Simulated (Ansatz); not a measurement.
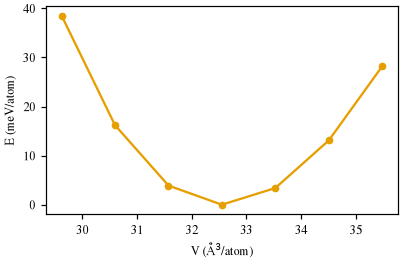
Fig. 1. La₃Tl (Cu3Au type, space group No. 221) under volume change, plane-wave PAW r²SCAN (Ansatz code), scaled uniformly.

Q: What does a third-order Birch–Murnaghan fit give for V₀, B₀ and B′?

A: V₀ = 32.56 Å³/atom, B₀ = 39.8 GPa, B′ = 4.1.

Space group Pm-3m (Cu3Au type). The workflow started from an entry of the Crystallography Open Database (COD). Its standing as an ambient phase is unchecked. The r²SCAN relaxation kept the symmetry of its start; its stability against distortions is not shown here. Scalar-relativistic: spin–orbit coupling is off unless named, which matters more the heavier the elements.

Potentials: the later of the program's two PAW sets.
